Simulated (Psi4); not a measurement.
# C2F5 (pentafluoroethyl): UPBE0/cc-pVDZ

Aim: the vertical doublet–quartet gap of C2F5 (pentafluoroethyl) at UPBE0/cc-pVDZ, from 2 runs. 

Program for the calculation: Psi4 1.11.

## 1. The molecule

The species is C2F5 (7 atoms), meant as a doublet with charge 0. SMILES: `F[C](F)C(F)(F)F`. The coordinates come from a PBE0-D4/def2-TZVP relaxation.

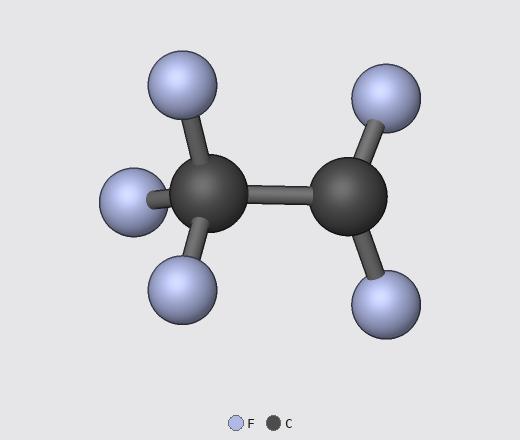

Viewed from a chosen angle; fluorine light blue, carbon dark grey.

## 2. Energy and forces at UPBE0/cc-pVDZ

run.py

```python
import psi4

psi4.set_memory('2200 MB')
psi4.set_num_threads(1)
psi4.set_output_file('c2f5.out', False)

geom = psi4.geometry("""
0 2
F      1.561030    -0.846020     0.512950
C      0.322010    -0.468420     0.723150
F     -0.464130    -1.481230     1.002660
C     -0.228340     0.480800    -0.320510
F      0.577960     1.527090    -0.444820
F     -1.434800     0.896110     0.043240
F     -0.333720    -0.108340    -1.516660
units angstrom
symmetry c1
no_reorient
no_com
""")

psi4.set_options({
    'basis': 'cc-pVDZ',
    'reference': 'uks',
    'puream': True,
    'e_convergence': 1e-09,
    'd_convergence': 1e-08,
    'scf_type': 'pk',
    'dft_radial_points': 99,
    'dft_spherical_points': 590,
    'maxiter': 100,
})

E = psi4.gradient('PBE0')
print('gradient / Eh bohr^-1')
print(E.np.round(6))
```

Command:

```sh
$ python run.py
```

c2f5.out:

```text
[...]
  Running in c1 symmetry.
[...]
  Nuclear repulsion =  346.112002362467138
[...]
  Multiplicity = 2
[...]
  Nalpha       = 29
  Nbeta        = 28
[...]
    Number of basis functions: 98
[...]
   @UKS iter   1:  -574.77265174917295   -1.39835e-01   4.57410e-03 ADIIS/DIIS
[...]
   @UKS iter  13:  -574.83524647790557   -2.61480e-12   2.46163e-09 DIIS
[...]
   @S^2 Observed:                7.525539833E-01
[...]
    Orbital Energies [Eh]
    ---------------------
    Alpha Occupied:
       1A    -24.850911     2A    -24.850906     3A    -24.838033
       4A    -24.838012     5A    -24.834623     6A    -10.502906
       7A    -10.427120     8A     -1.382466     9A     -1.354959
      10A     -1.300491    11A     -1.285795    12A     -1.283422
      13A     -0.821233    14A     -0.714713    15A     -0.654572
      16A     -0.645800    17A     -0.639663    18A     -0.610410
      19A     -0.577822    20A     -0.521803    21A     -0.505257
      22A     -0.502463    23A     -0.498842    24A     -0.476672
      25A     -0.464070    26A     -0.457360    27A     -0.442519
      28A     -0.426422    29A     -0.273039
    Alpha Virtual:
[...]
  @UKS Final Energy:  -574.83524647790557
   => Energetics <=
    Nuclear Repulsion Energy =            346.1120023624671376
    One-Electron Energy =               -1486.5397157196898661
    Two-Electron Energy =                 613.0962735570375344
    DFT Exchange-Correlation Energy =     -47.5038066777203696
    Empirical Dispersion Energy =           0.0000000000000000
    VV10 Nonlocal Energy =                  0.0000000000000000
    Total Energy =                       -574.8352464779055708
[...]
 Multipole Moments:
 ------------------------------------------------------------------------------------
     Multipole            Electronic (a.u.)      Nuclear  (a.u.)        Total (a.u.)
 ------------------------------------------------------------------------------------
 L = 1.  Multiply by 2.5417464519 to convert [e a0] to [Debye]
 Dipole X            :          0.5833625           -0.5308619            0.0525006
 Dipole Y            :          0.0229789           -0.0703545           -0.0473756
 Dipole Z            :          2.4371889           -2.2824679            0.1547210
 Magnitude           :                                                    0.1701157
[...]
  -Total Gradient:
     Atom            X                  Y                   Z
    ------   -----------------  -----------------  -----------------
       1       -0.006870450097     0.001906187640     0.001187400883
       2        0.003053275397    -0.008866925029     0.001181361427
       3        0.004467618624     0.005473642024    -0.001567281499
       4       -0.002526880291     0.005091232453    -0.003894239920
       5       -0.002732037357    -0.003510376940     0.000401344887
       6        0.004070334364    -0.001398166405    -0.001230327246
       7        0.000541006580     0.001274660069     0.003897690510
[...]
```

On the terminal:

```text
gradient / Eh bohr^-1
[[-0.00687   0.001906  0.001187]
 [ 0.003053 -0.008867  0.001181]
 [ 0.004468  0.005474 -0.001567]
 [-0.002527  0.005091 -0.003894]
 [-0.002732 -0.00351   0.000401]
 [ 0.00407  -0.001398 -0.00123 ]
 [ 0.000541  0.001275  0.003898]]
```

Run time: 34 s. Hardware: 1 thread of Intel Xeon 6975P-C (Granite Rapids), shared host; peak memory 1.3 GiB.

## 3. The quartet at the same level

input.inp

```
memory 2200 mb

molecule {
  0 4
  F
  C 1 r2
  F 2 r3 1 a3
  C 2 r4 3 a4 1 d4
  F 4 r5 2 a5 3 d5
  F 4 r6 5 a6 2 d6
  F 4 r7 5 a7 6 d7

  r2 = 1.312226
  r3 = 1.312222
  a3 = 112.19077
  r4 = 1.514308
  a4 = 114.38599
  d4 = 132.43862
  r5 = 1.326761
  a5 = 109.75704
  d5 = 174.43932
  r6 = 1.326779
  a6 = 109.3566
  d6 = 120.43374
  r7 = 1.337522
  a7 = 108.14647
  d7 = 117.54788
  symmetry c1
  no_reorient
  no_com
}

set {
  reference            uks
  puream               true
  e_convergence        1e-09
  d_convergence        1e-08
  scf_type             pk
  dft_radial_points    99
  dft_spherical_points 590
  maxiter              100
}

e, wfn = gradient('pbe0/cc-pVDZ', return_wfn=True)
oeprop(wfn, 'MULLIKEN_CHARGES', 'LOWDIN_CHARGES', 'WIBERG_LOWDIN_INDICES')
```

Command:

```sh
$ psi4 input.inp input.out -n 1
```

input.out, cut to the lines that bear on the results:

```text
[...]
  Running in c1 symmetry.
[...]
  Nuclear repulsion =  346.112020387941186
[...]
  Multiplicity = 4
[...]
  Nalpha       = 30
  Nbeta        = 27
[...]
    Number of basis functions: 98
[...]
   @UKS iter   1:  -574.38038371859204    2.52434e-01   3.61201e-03 ADIIS/DIIS
[...]
   @UKS iter  16:  -574.42642493543883   -3.18323e-12   5.26343e-09 DIIS
[...]
   @S^2 Observed:                3.755463684E+00
[...]
  @UKS Final Energy:  -574.42642493543883
   => Energetics <=
    Nuclear Repulsion Energy =            346.1120203879411861
    One-Electron Energy =               -1486.0569513101145276
    Two-Electron Energy =                 612.9994401323621105
    DFT Exchange-Correlation Energy =     -47.4809341456275504
    Empirical Dispersion Energy =           0.0000000000000000
    VV10 Nonlocal Energy =                  0.0000000000000000
    Total Energy =                       -574.4264249354388312
[...]
 Multipole Moments:
 ------------------------------------------------------------------------------------
     Multipole            Electronic (a.u.)      Nuclear  (a.u.)        Total (a.u.)
 ------------------------------------------------------------------------------------
 L = 1.  Multiply by 2.5417464519 to convert [e a0] to [Debye]
 Dipole X            :         -0.2519320            0.2743546            0.0224226
 Dipole Y            :          0.0538841           -0.0199863            0.0338978
 Dipole Z            :          0.0363800           -0.0135730            0.0228070
 Magnitude           :                                                    0.0466047
[...]
  -Total Gradient:
     Atom            X                  Y                   Z
    ------   -----------------  -----------------  -----------------
       1       -0.002447244926     0.030015459740     0.081924623019
       2       -0.003412349263    -0.100169484639    -0.067349040225
       3       -0.002455616888     0.087203975824    -0.003131246522
       4        0.032724346974     0.101875888621     0.068336156859
       5       -0.017399714961    -0.091616450283    -0.002394896129
       6       -0.017497020370    -0.036874177604    -0.083845852286
       7        0.010460260799     0.009539608627     0.006444061577
[...]
  Mulliken Charges: (a.u.)
   Center  Symbol    Alpha    Beta     Spin     Total
       1     F     4.65016  4.41250  0.23766 -0.06265
       2     C     3.67718  2.24680  1.43038  0.07601
[...]
```

Run time: 34 s. Hardware: 1 thread of Intel Xeon 6975P-C (Granite Rapids), shared host; peak memory 1.3 GiB.

## 4. What came out

Level: UPBE0/cc-pVDZ.

| quantity | value |
| --- | --- |
| doublet: total energy | -574.83525 Eh |
| doublet: dipole moment | 0.43 D |
| doublet: HOMO energy (highest over α and β) | -7.43 eV |
| doublet: LUMO energy (lowest over α and β) | -2.25 eV |
| doublet: ⟨S²⟩ | 0.753 |
| doublet: largest force on an atom | 0.486 eV/Å |
| quartet: total energy | -574.42642 Eh |
| quartet: dipole moment | 0.12 D |
| quartet: HOMO energy (highest over α and β) | -0.25 eV |
| quartet: ⟨S²⟩ | 3.755 |
| quartet: largest force on an atom | 6.529 eV/Å |
| vertical energy of the quartet above the doublet | 11.125 eV |

In words: At this shape the quartet lies 11.12 eV (1073 kJ/mol) above the doublet. The largest force (doublet) is 0.49 eV/Å: the shape isn't a stationary point for this species at this level. Mulliken charges (quartet) run from -0.12 on F7 to +0.33 on C4; they depend strongly on the basis.
